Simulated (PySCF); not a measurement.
# C2H4BBr: the cost of one run

Computed with PySCF 2.14.0, with density-fitted response routines of our own, on a single molecule in the gas phase. Atoms are numbered from 0 throughout.

### 1 The starting structure

8 atoms, charge 0, multiplicity 1; geometry from: GFN2-xTB. The atoms were then displaced at random by about 0.01 Å, so the start is not that level's minimum.

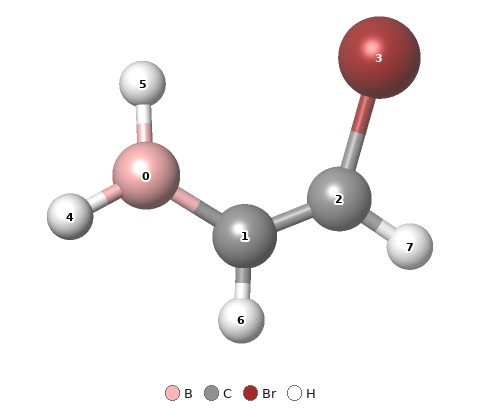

As it starts; boron pink, carbon grey, bromine red, hydrogen white, atoms numbered.

### 2 Relaxing the molecule at PBE0-D3(BJ)/def2-SVP

Job settings and geometry (Å):

```
{"job": {"xc": "PBE0", "basis": "def2-SVP", "d3": "d3bj", "grid": 1, "shake": 0.01, "kind": "geom"}, "charge": 0, "multiplicity": 1}
B     -1.316200     0.107070     0.027330
C      0.031310    -0.573590     0.045060
C      1.218900     0.000230    -0.058890
Br     1.574700     1.858450    -0.210120
H     -2.285500    -0.464170     0.360980
H     -1.438890     1.241240    -0.347430
H      0.082740    -1.650680     0.160130
H      2.188070    -0.537690    -0.029530
```

On the command line:

```sh
$ OMP_NUM_THREADS=1 python probes_run.py task.json out
```

The driver reads the jobs from task.json and runs them one after another.

Q: Estimate the wall time and peak memory of this first job on 1 thread of Arm Neoverse V2, shared host.

About 20 s, with a peak of 0.38 GiB.
